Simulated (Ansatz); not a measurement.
Response to strain in TiAl3

Consider TiAl3 (space group I4/mmm, No. 139; a = 3.8262 Å, c = 8.5542 Å; relaxed with 0.1 eV smearing). Axes: x, y, z lie along a, b, c of the conventional cell.

Strains are applied to the cell and any free atomic positions relax; under biaxial strain the out-of-plane vector relaxes too.

Level of theory: r2SCAN in Ansatz (plane waves to 500 eV, PAW, no SOC).

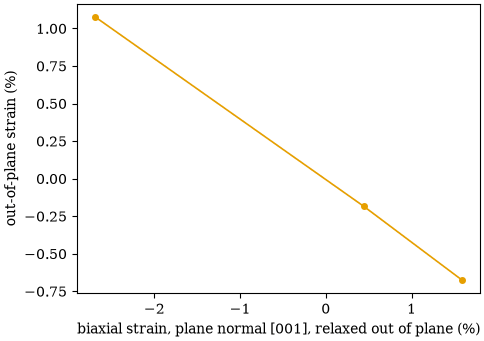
Figure: Out-of-plane strain against biaxial strain, plane normal [001], relaxed out of plane

From the plot, what is the out-of-plane strain for biaxial strain +1.59 %, plane normal [001], relaxed out of plane?

About -0.7 %.

Is the trend monotonic over the range shown?

Yes, it falls throughout, spanning -0.68 % to +1.08 %.

Stability against distortions was not tested. The final runs are not spin-polarised.

Ansatz is a first-principles code.
